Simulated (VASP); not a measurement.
Band structure of K (bcc). These are optB86b-vdW, VASP's PBE PAW potentials (set 64) (plane waves; VASP) values and carry that method's errors.

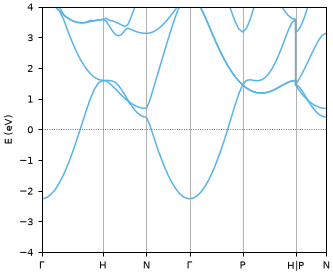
Figure: Bands along high-symmetry lines, zero at the valence-band maximum or, without a gap, the Fermi level

Q: Read the plot: is there a gap, and where are the band edges?

A: It has no gap at this level: it comes out as a metal or semimetal. (Edges off the drawn lines would not show.)

The compound is K in the bcc structure. It was relaxed first.
